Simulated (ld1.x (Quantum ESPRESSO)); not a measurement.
**Pseudopotential generation for germanium: TM, LDA (PW92)**

Task: generate the file, and judge it by its errors in other configurations, its logarithmic derivatives, its ghosts and its cutoff.

Program: ld1.x (Quantum ESPRESSO) 7.5. Reference atom: LDA (PW92), scalar-relativistic, spherical and spin-unpolarised. All values are calculated.

### 1 Starting point

The settings as typed:

```
element                        : germanium (Ge, Z = 32)
type                           : norm-conserving Troullier–Martins (Kleinman–Bylander form)
frozen core                    : [Ne]
valence charge                 : 22
reference configuration        : 3s2 3p6 3d10 4s2 4p2
partial waves                  : 3s (bound): rc 0.75 bohr; 3p (bound): rc 0.80 bohr; 3d (bound): rc 0.65 bohr
occupied shells without a wave : 4p, 4s
local potential                : all-electron potential smoothed inside 0.70 bohr (lloc = -1)
core correction                : a·sin(br)/r model core inside 0.50 bohr
```

An earlier all-electron run gives the scale for the radii.

All-electron outer shells of the reference configuration (LDA (PW92), scalar-relativistic, ld1.x):

| shell | level (eV) | outermost node (bohr) | outermost maximum (bohr) |
| --- | --- | --- | --- |
| 2s | -1369.45 | 0.06 | 0.18 |
| 2p | -1198.05 | – | 0.14 |
| 3s | -167.74 | 0.26 | 0.54 |
| 3p | -115.39 | 0.23 | 0.54 |
| 3d | -29.56 | – | 0.50 |
| 4s | -11.95 | 0.77 | 1.73 |
| 4p | -4.05 | 0.82 | 2.19 |

### 2 Generating the potential

Ge.in

```
 &input
   title='Ge', zed=32., rel=1, dft='PW', iswitch=3,
   config='[Ar] 3d10 4s2 4p2',
   nld=3, rlderiv=0.90, eminld=-14.0, emaxld=5.0, deld=0.04
 /
 &inputp
   pseudotype=2, tm=.true., lloc=-1, rcloc=0.70,
   nlcc=.true., rcore=0.50,
   file_pseudopw='Ge.UPF', file_wfcaegen='ae.wfc', file_wfcncgen='nc.wfc', file_beta='beta', file_chi='chi'
 /
3
3S  1  0   2.00   0.00  0.75  0.75  0.0
3P  2  1   6.00   0.00  0.80  0.80  0.0
3D  3  2  10.00   0.00  0.65  0.65  0.0
 &test
   configts(1)='3s2 3p6 3d10 4s2 4p2'
 /
```

On the command line:

```
ld1.x < Ge.in > Ge.out
```

Output in Ge.out (without the banner and most projector matrices):

```text
     Program LD1 v.7.5
     --------------------------- All-electron run ----------------------------

     Ge
     scalar relativistic calculation

     atomic number is 32.00
     dft =PW   lsd =0 sic =0 latt =0  beta=0.20 tr2=1.0E-14
     Exchange-correlation= PW
                           (   1   4   0   0   0   0   0)
     mesh =1207 r(mesh) = 100.41023 a.u. xmin = -7.00 dx = 0.01250
     1 Ry =  13.60569312 eV, c = 137.03599908

     n l     nl                  e(Ry)          e(Ha)          e(eV)
     1 0     1S 1( 2.00)      -804.1600      -402.0800    -10941.1542
     2 0     2S 1( 2.00)      -100.6525       -50.3263     -1369.4476
     2 1     2P 1( 6.00)       -88.0554       -44.0277     -1198.0551
     3 0     3S 1( 2.00)       -12.3286        -6.1643      -167.7390
     3 1     3P 1( 6.00)        -8.4807        -4.2403      -115.3856
     3 2     3D 1(10.00)        -2.1726        -1.0863       -29.5594
     4 0     4S 1( 2.00)        -0.8780        -0.4390       -11.9457
     4 1     4P 1( 2.00)        -0.2974        -0.1487        -4.0467

     final scf error:  4.4E-15 reached in  30 iterations

     Etot =   -4191.798606 Ry,   -2095.899303 Ha,  -57032.325467 eV

     Ekin =    4266.105442 Ry,    2133.052721 Ha,   58043.321479 eV
     Encl =  -10108.759696 Ry,   -5054.379848 Ha, -137536.682276 eV
     Eh   =    1803.887856 Ry,     901.943928 Ha,   24543.144598 eV
     Exc  =    -153.032209 Ry,     -76.516104 Ha,   -2082.109269 eV

     normalization and overlap integrals

     s(1S/1S) =  1.000000  <r> =   0.0471  <r2> =    0.0030  r(max) =   0.0309
     s(2S/2S) =  1.000000  <r> =   0.2104  <r2> =    0.0522  r(max) =   0.1754
     s(2P/2P) =  1.000000  <r> =   0.1839  <r2> =    0.0414  r(max) =   0.1418
     s(3S/3S) =  1.000000  <r> =   0.6254  <r2> =    0.4515  r(max) =   0.5402
     s(3P/3P) =  1.000000  <r> =   0.6478  <r2> =    0.4946  r(max) =   0.5402
     s(3D/3D) =  1.000000  <r> =   0.7371  <r2> =    0.6984  r(max) =   0.5012
     s(4S/4S) =  1.000000  <r> =   2.1062  <r2> =    5.1381  r(max) =   1.7277
     s(4P/4P) =  1.000000  <r> =   2.8795  <r2> =    9.9101  r(max) =   2.1908

     ------------------------ End of All-electron run ------------------------

     --------------------- Generating NC pseudopotential ---------------------

      Generating local potential from pseudized AE potential:
      Matching radius rcloc =   0.7000

      Local pseudo, rcloc= 0.694 Estimated cut-off energy=    50.98 Ry

      Computing core charge for nlcc:

       r > 0.50 : true rho core
       r < 0.50 : rho core = a sin(br)/r    a=   4.92  b=   5.46

      Integrated core pseudo-charge :   4.44

      Wfc   3S  rcut= 0.748  Using Troullier-Martins method

      Wfc   3P  rcut= 0.806  Using Troullier-Martins method

      Wfc   3D  rcut= 0.644  Using Troullier-Martins method

     ------------------- End of pseudopotential generation -------------------

     [... the all-electron block is printed once more ...]


     Computing logarithmic derivative in   0.89631
     Computing logarithmic derivative in   0.89631
     Computing the partial wave expansion
     R is outside the sphere for l=    0 j= 0.00
     R is outside the sphere for l=    1 j= 0.00
     R is outside the sphere for l=    2 j= 0.00

     ---------------------- Testing the pseudopotential ----------------------

     Ge
     scalar relativistic calculation

     atomic number is 32.00   valence charge is 22.00
     dft =PW   lsd =0 sic =0 latt =0  beta=0.20 tr2=1.0E-14
     mesh =1207 r(mesh) = 100.41023 xmin = -7.00 dx = 0.01250

     n l     nl             e AE (Ry)        e PS (Ry)    De AE-PS (Ry)
     1 0     3S   1( 2.00)      -12.32859      -12.32882        0.00023
     2 1     3P   1( 6.00)       -8.48068       -8.48085        0.00016
     3 2     3D   1(10.00)       -2.17258       -2.17245       -0.00013
     2 0     4S   1( 2.00)       -0.87799       -0.90475        0.02676  !
     3 1     4P   1( 2.00)       -0.29743       -0.29955        0.00212

     eps = 4.5E-15  iter = 19

     Etot =   -4191.798606 Ry,   -2095.899303 Ha,  -57032.325467 eV
     Etotps =  -592.112418 Ry,    -296.056209 Ha,   -8056.099850 eV

     Ekin =     382.404457 Ry,     191.202228 Ha,    5202.877689 eV
     Encl =   -1397.172566 Ry,    -698.586283 Ha,  -19009.501169 eV
     Ehrt =     503.758761 Ry,     251.879381 Ha,    6853.987115 eV
     Ecxc =     -53.941319 Ry,     -26.970660 Ha,    -733.909038 eV
     (Ecc =      -2.713910 Ry,      -1.356955 Ha,     -36.924627 eV)
     Epseu=     -27.161751 Ry,     -13.580875 Ha,    -369.554446 eV

     ---------------------- End of pseudopotential test ----------------------
```

It took 1.9 s on 1 thread of Neoverse-V1, shared host. This counts the later configuration tests of the new file too.

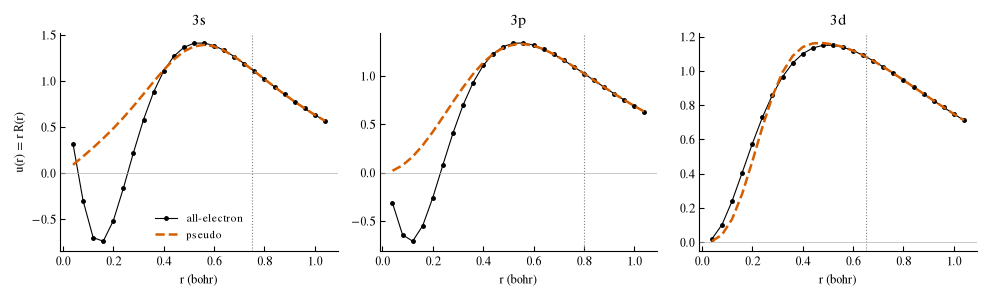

All-electron and pseudo partial waves (3s, 3p, 3d), with the matching radii dotted. The curves join 26 sampled radii, too few to resolve the innermost nodes.

### 3 Testing the new file in other configurations

Ge.test.in

```
 &input
   title='Ge', zed=32., rel=1, dft='PW', iswitch=2,
   config='[Ar] 3d10 4s2 4p2'
 /
 &test
   file_pseudo='Ge.UPF', nconf=10,
   configts(1)='3s2 3p6 3d10 4s2 4p2',
   configts(2)='3s2 3p6 3d10 4s2 4p1',
   configts(3)='3s2 3p6 3d10 4s2 4p0',
   configts(4)='3s2 3p6 3d10 4s1 4p0',
   configts(5)='3s2 3p5 3d10 4s2 4p2',
   configts(6)='3s2 3p6 3d10 4s2 4p1.5',
   configts(7)='3s2 3p6 3d9 4s2 4p3',
   configts(8)='3s2 3p6 3d10 4s0 4p0',
   configts(9)='3s2 3p6 3d10 4s2 4p2', lsdts(9)=1,
   configts(10)='3s2 3p6 3d10 4s2 4p1', lsdts(10)=1
 /
```

On the command line:

```
ld1.x < Ge.test.in > Ge.test.out
```

Ge.test.out, the pseudopotential blocks:

```text
     ---------------------- Testing the pseudopotential ----------------------

     Ge
     scalar relativistic calculation

     atomic number is 32.00   valence charge is 22.00
     dft =PW   lsd =0 sic =0 latt =0  beta=0.20 tr2=1.0E-14
     mesh =1207 r(mesh) = 100.41023 xmin = -7.00 dx = 0.01250

     n l     nl             e AE (Ry)        e PS (Ry)    De AE-PS (Ry)
     1 0     3S   1( 2.00)      -12.32859      -12.32882        0.00023
     2 1     3P   1( 6.00)       -8.48068       -8.48085        0.00016
     3 2     3D   1(10.00)       -2.17258       -2.17245       -0.00013
     2 0     4S   1( 2.00)       -0.87799       -0.90475        0.02676  !
     3 1     4P   1( 2.00)       -0.29743       -0.29955        0.00212

     eps = 4.4E-15  iter = 19

     Etot =   -4191.798606 Ry,   -2095.899303 Ha,  -57032.325467 eV
     Etotps =  -592.112418 Ry,    -296.056209 Ha,   -8056.099852 eV

     Ekin =     382.404457 Ry,     191.202228 Ha,    5202.877686 eV
     Encl =   -1397.172566 Ry,    -698.586283 Ha,  -19009.501171 eV
     Ehrt =     503.758761 Ry,     251.879381 Ha,    6853.987116 eV
     Ecxc =     -53.941319 Ry,     -26.970660 Ha,    -733.909038 eV
     (Ecc =      -2.713910 Ry,      -1.356955 Ha,     -36.924627 eV)
     Epseu=     -27.161751 Ry,     -13.580875 Ha,    -369.554446 eV

     ---------------------- End of pseudopotential test ----------------------

     ---------------------- Testing the pseudopotential ----------------------

     Ge
     [...]
     n l     nl             e AE (Ry)        e PS (Ry)    De AE-PS (Ry)
     1 0     3S   1( 2.00)      -12.99607      -13.01059        0.01452  !
     2 1     3P   1( 6.00)       -9.14815       -9.16252        0.01437  !
     3 2     3D   1(10.00)       -2.83827       -2.85252        0.01426  !
     2 0     4S   1( 2.00)       -1.48042       -1.52886        0.04843  !
     3 1     4P   1( 1.00)       -0.84292       -0.86866        0.02573  !

     eps = 8.1E-15  iter = 15

     Etot =   -4191.237781 Ry,   -2095.618890 Ha,  -57024.695050 eV
     Etotps =  -591.538105 Ry,    -295.769052 Ha,   -8048.285924 eV
     dEtot_ae =       0.560825 Ry
     dEtot_ps =       0.574313 Ry,   Delta E=      -0.013488 Ry

     [...]
     ---------------------- End of pseudopotential test ----------------------

     ---------------------- Testing the pseudopotential ----------------------

     Ge
     [...]
     n l     nl             e AE (Ry)        e PS (Ry)    De AE-PS (Ry)
     1 0     3S   1( 2.00)      -13.80384      -13.82970        0.02586  !
     2 1     3P   1( 6.00)       -9.95571       -9.98127        0.02556  !
     3 2     3D   1(10.00)       -3.64177       -3.66789        0.02612  !
     2 0     4S   1( 2.00)       -2.17788       -2.25483        0.07695  !
     3 1     4P   1( 0.00)       -1.47859       -1.53679        0.05820  !

     eps = 2.7E-15  iter = 14

     Etot =   -4190.083132 Ry,   -2095.041566 Ha,  -57008.985260 eV
     Etotps =  -590.342411 Ry,    -295.171206 Ha,   -8032.017687 eV
     dEtot_ae =       1.715474 Ry
     dEtot_ps =       1.770006 Ry,   Delta E=      -0.054533 Ry

     [...]
     ---------------------- End of pseudopotential test ----------------------

     ---------------------- Testing the pseudopotential ----------------------

     Ge
     [...]
     n l     nl             e AE (Ry)        e PS (Ry)    De AE-PS (Ry)
     1 0     3S   1( 2.00)      -14.83960      -14.88678        0.04719  !
     2 1     3P   1( 6.00)      -10.99032      -11.03694        0.04662  !
     3 2     3D   1(10.00)       -4.66587       -4.71466        0.04880  !
     2 0     4S   1( 1.00)       -3.00586       -3.12714        0.12129  !
     3 1     4P   1( 0.00)       -2.23564       -2.33708        0.10143  !

     eps = 4.6E-15  iter = 12

     Etot =   -4187.494877 Ry,   -2093.747438 Ha,  -56973.770244 eV
     Etotps =  -587.656297 Ry,    -293.828149 Ha,   -7995.471241 eV
     dEtot_ae =       4.303730 Ry
     dEtot_ps =       4.456121 Ry,   Delta E=      -0.152391 Ry

     [...]
     ---------------------- End of pseudopotential test ----------------------

     ---------------------- Testing the pseudopotential ----------------------

     Ge
     [...]
     n l     nl             e AE (Ry)        e PS (Ry)    De AE-PS (Ry)
     1 0     3S   1( 2.00)      -13.87542      -13.87522       -0.00020
     2 1     3P   1( 5.00)      -10.01146      -10.00959       -0.00187
     3 2     3D   1(10.00)       -3.64084       -3.64657        0.00573  !
     2 0     4S   1( 2.00)       -1.69363       -1.74034        0.04671  !
     3 1     4P   1( 2.00)       -0.98510       -0.99897        0.01387  !

     eps = 8.5E-15  iter = 18

     Etot =   -4182.577085 Ry,   -2091.288543 Ha,  -56906.860288 eV
     Etotps =  -582.886934 Ry,    -291.443467 Ha,   -7930.580750 eV
     dEtot_ae =       9.221521 Ry
     dEtot_ps =       9.225484 Ry,   Delta E=      -0.003963 Ry

     [...]
     ---------------------- End of pseudopotential test ----------------------

     ---------------------- Testing the pseudopotential ----------------------

     Ge
     [...]
     n l     nl             e AE (Ry)        e PS (Ry)    De AE-PS (Ry)
     1 0     3S   1( 2.00)      -12.64195      -12.64970        0.00775  !
     2 1     3P   1( 6.00)       -8.79405       -8.80170        0.00765  !
     3 2     3D   1(10.00)       -2.48531       -2.49271        0.00740  !
     2 0     4S   1( 2.00)       -1.16450       -1.20149        0.03698  !
     3 1     4P   1( 1.50)       -0.55629       -0.56945        0.01316  !

     eps = 9.5E-16  iter = 19

     Etot =   -4191.586507 Ry,   -2095.793253 Ha,  -57029.439709 eV
     Etotps =  -591.896533 Ry,    -295.948267 Ha,   -8053.162590 eV
     dEtot_ae =       0.212099 Ry
     dEtot_ps =       0.215885 Ry,   Delta E=      -0.003785 Ry

     [...]
     ---------------------- End of pseudopotential test ----------------------

     ---------------------- Testing the pseudopotential ----------------------

     Ge
     [...]
     n l     nl             e AE (Ry)        e PS (Ry)    De AE-PS (Ry)
     1 0     3S   1( 2.00)      -13.10960      -13.10585       -0.00375
     2 1     3P   1( 6.00)       -9.24532       -9.24145       -0.00387
     3 2     3D   1( 9.00)       -2.89393       -2.88618       -0.00775  !
     2 0     4S   1( 2.00)       -1.04580       -1.07634        0.03054  !
     3 1     4P   1( 3.00)       -0.38999       -0.38746       -0.00253

     eps = 7.2E-16  iter = 17

     Etot =   -4189.613393 Ry,   -2094.806697 Ha,  -57002.594131 eV
     Etotps =  -589.930127 Ry,    -294.965063 Ha,   -8026.408267 eV
     dEtot_ae =       2.185213 Ry
     dEtot_ps =       2.182291 Ry,   Delta E=       0.002922 Ry

     [...]
     ---------------------- End of pseudopotential test ----------------------

     ---------------------- Testing the pseudopotential ----------------------

     Ge
     [...]
     n l     nl             e AE (Ry)        e PS (Ry)    De AE-PS (Ry)
     1 0     3S   1( 2.00)      -15.95113      -16.02524        0.07412  !
     2 1     3P   1( 6.00)      -12.10008      -12.17332        0.07324  !
     3 2     3D   1(10.00)       -5.76150       -5.84003        0.07853  !
     2 0     4S   1( 0.00)       -3.84641       -4.05281        0.20640  !
     3 1     4P   1( 0.00)       -3.00061       -3.19583        0.19522  !

     eps = 3.0E-15  iter =  9

     Etot =   -4184.066059 Ry,   -2092.033030 Ha,  -56927.118809 eV
     Etotps =  -584.070350 Ry,    -292.035175 Ha,   -7946.681947 eV
     dEtot_ae =       7.732547 Ry
     dEtot_ps =       8.042068 Ry,   Delta E=      -0.309521 Ry

     [...]
     ---------------------- End of pseudopotential test ----------------------

     ---------------------- Testing the pseudopotential ----------------------

     Ge
     [...]
     n l     nl             e AE (Ry)        e PS (Ry)    De AE-PS (Ry)
     1 0     3S   1( 1.00)      -12.31711      -12.32281        0.00570  !
     2 1     3P   1( 3.00)       -8.46980       -8.47526        0.00546  !
     3 2     3D   1( 5.00)       -2.16472       -2.16937        0.00465
     2 0     4S   1( 1.00)       -0.90915       -0.92810        0.01894  !
     3 1     4P   1( 2.00)       -0.32852       -0.32284       -0.00568  !
     1 0     3S   2( 1.00)      -12.31187      -12.31664        0.00477
     2 1     3P   2( 3.00)       -8.46340       -8.46826        0.00486
     3 2     3D   2( 5.00)       -2.15228       -2.15737        0.00509  !
     2 0     4S   2( 1.00)       -0.81680       -0.86409        0.04730  !
     3 1     4P   2( 0.00)       -0.23882       -0.26163        0.02280  !

     eps = 2.1E-15  iter = 17

     Etot =   -4191.842901 Ry,   -2095.921451 Ha,  -57032.928132 eV
     Etotps =  -592.142931 Ry,    -296.071465 Ha,   -8056.514998 eV
     dEtot_ae =      -0.044295 Ry
     dEtot_ps =      -0.030513 Ry,   Delta E=      -0.013782 Ry

     [...]
     ---------------------- End of pseudopotential test ----------------------

     ---------------------- Testing the pseudopotential ----------------------

     Ge
     [...]
     n l     nl             e AE (Ry)        e PS (Ry)    De AE-PS (Ry)
     1 0     3S   1( 1.00)      -12.99469      -13.01057        0.01588  !
     2 1     3P   1( 3.00)       -9.14715       -9.16277        0.01561  !
     3 2     3D   1( 5.00)       -2.83918       -2.85433        0.01515  !
     2 0     4S   1( 1.00)       -1.50546       -1.54618        0.04071  !
     3 1     4P   1( 1.00)       -0.86819       -0.88566        0.01747  !
     1 0     3S   2( 1.00)      -12.99127      -13.00657        0.01531  !
     2 1     3P   2( 3.00)       -9.14297       -9.15823        0.01526  !
     3 2     3D   2( 5.00)       -2.83115       -2.84667        0.01552  !
     2 0     4S   2( 1.00)       -1.44712       -1.50743        0.06031  !
     3 1     4P   2( 0.00)       -0.80899       -0.84798        0.03899  !

     eps = 6.5E-15  iter = 16

     Etot =   -4191.252450 Ry,   -2095.626225 Ha,  -57024.894632 eV
     Etotps =  -591.547508 Ry,    -295.773754 Ha,   -8048.413856 eV
     dEtot_ae =       0.546156 Ry
     dEtot_ps =       0.564910 Ry,   Delta E=      -0.018754 Ry

     [...]
     ---------------------- End of pseudopotential test ----------------------
```

Excitation and ionisation energies from 3s2 3p6 3d10 4s2 4p2, with the error of the potential. Spin-polarised rows fill open shells by Hund's rule and count from the unpolarised reference.

| valence configuration | charge | ΔE all-electron (eV) | error AE − PS (meV) |
| --- | --- | --- | --- |
| 3s2 3p6 3d10 4s2 4p1 | +1 | 7.630 | -184 |
| 3s2 3p6 3d10 4s2 4p0 | +2 | 23.340 | -742 |
| 3s2 3p6 3d10 4s1 4p0 | +3 | 58.555 | -2073 |
| 3s2 3p5 3d10 4s2 4p2 | +1 | 125.465 | -54 |
| 3s2 3p6 3d10 4s2 4p1.5 | +0.5 | 2.886 | -51 |
| 3s2 3p6 3d9 4s2 4p3 | 0 | 29.731 | +40 |
| 3s2 3p6 3d10 4s0 4p0 | +4 | 105.207 | -4211 |
| 3s2 3p6 3d10 4s2 4p2 (spin-polarised) | 0 | -0.603 | -188 |
| 3s2 3p6 3d10 4s2 4p1 (spin-polarised) | +1 | 7.431 | -255 |

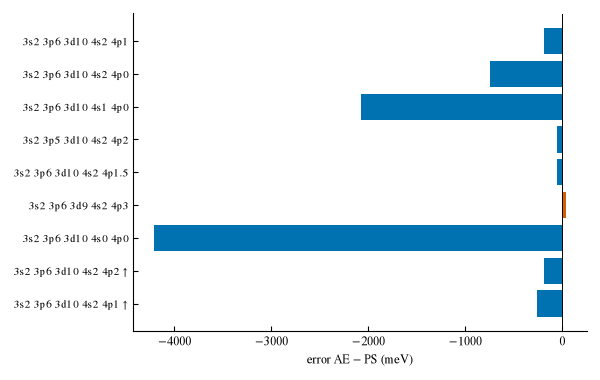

Error of the potential in each test configuration; ↑ marks spin-polarised tests.

### 4 Logarithmic derivatives

Taken from the files of the generation run. The phase is arctan(r·u′/u) with u = r·R, unwrapped, with energies in Ry. A pole is an energy at which the radial function vanishes at the test radius. The pseudo phase is shifted by a multiple of π to meet the all-electron one at the reference energy. Levels narrower than the energy grid can be missing from the poles. The last column is the largest difference on the grid between −1 and +1 Ry.

```tsv
channel	radius (bohr)	reference (Ry)	poles AE	poles PS	window around the reference with phases within 0.05 rad (Ry)	largest difference near zero (rad)
s	0.90	-12.33	-6.99	-7.08	the whole range	0.018
p	0.90	-8.48	-2.95	-2.99	the whole range	0.003
d	0.90	-2.17	2.77	2.81	the whole range	0.001
```

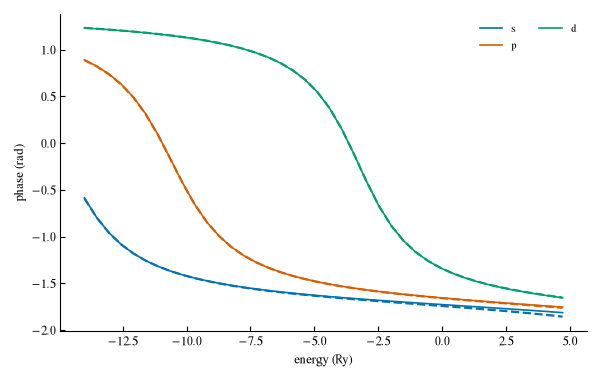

All-electron (solid) and pseudo (dashed) phases against energy.

### 5 Plane-wave convergence, by spherical Bessel functions

A separate test, outside the generator: the pseudo-atom's Hamiltonian at the reference potential is diagonalised in spherical Bessel functions j_l(qr) that vanish at 20 bohr, with q² up to the cutoff.

All-electron valence levels (Ry): 3s -12.3286, 4s -0.8780, 3p -8.4807, 4p -0.2974, 3d -2.1726. The lowest levels of each channel (Ry) by cutoff; the last column sums, over occupied levels, occupation times the distance from the level at 400 Ry. A positive value at high cutoff is not a bound level.

```tsv
cutoff (Ry)	s #1	s #2	p #1	p #2	d #1	f #1	Σ f·Δε (mRy)
8	-8.9643	-0.4802	-1.8759	-0.0285	0.0540	0.1098	69955.8
15	-10.9648	-0.7062	-3.7418	-0.0876	0.0524	0.1098	54172.9
25	-11.6545	-0.8475	-5.6544	-0.1565	0.0490	0.1098	40863.7
40	-11.7048	-0.8754	-7.2884	-0.2280	0.0317	0.1098	30587.4
55	-11.8474	-0.8780	-8.0621	-0.2697	-0.0345	0.1098	24909.3
90	-12.1989	-0.8942	-8.4589	-0.2971	-0.3449	0.1098	18634.3
120	-12.2905	-0.8983	-8.4780	-0.2994	-0.6710	0.1098	15062.3
180	-12.3032	-0.8997	-8.4796	-0.2995	-1.3694	0.1098	8041.2
260	-12.3242	-0.9040	-8.4808	-0.2995	-1.9482	0.1098	2194.3
400	-12.3280	-0.9046	-8.4809	-0.2995	-2.1668	0.1098	0.0
```

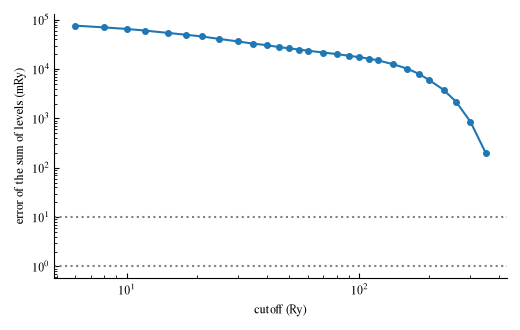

Occupation-weighted error of the valence levels against the cutoff; the dotted lines mark 10 and 1 mRy.

The sum stays within 10 mRy only somewhere over 300 Ry and within 1 mRy only somewhere over 300 Ry. The sum leaves out empty levels, which can need more. Ghost test: no level below the all-electron spectrum of its channel (s, p, d, f tested).

### 6 Summary of results

| quantity | value |
| --- | --- |
| cutoffs for 10 and 1 mRy, occupied levels | over 300 Ry and over 300 Ry |
| bound ghosts | none found |
| largest miss of a reference level | 364 meV (4s) |
| largest test error (AE − PS), unpolarised tests | -4211 meV, for 3s2 3p6 3d10 4s0 4p0 |
| largest phase difference near zero energy, channels read | 0.018 rad |

**Reading.** Already in the reference configuration the 4s level is off by 364 meV; it has no partial wave or projector of its own. The worst unpolarised test, 3s2 3p6 3d10 4s0 4p0, is off by 4211 meV on 105.2 eV; by total energies transferability rates as poor. That test lies far up in energy; among those under 40 eV, nearer to bonding, the largest error is 742 meV. By its cutoff, over 300 Ry for the looser tolerance, it is very hard. The slowest occupied level is 3d: taken alone it needs over 300 Ry to come within 1 mRy, against 300 Ry for 3s. It is free of bound ghosts as far as tested. Near zero energy the phases of the channels with partial waves agree within 0.018 rad. These are tests on the free atom; a crystal test is still owed.
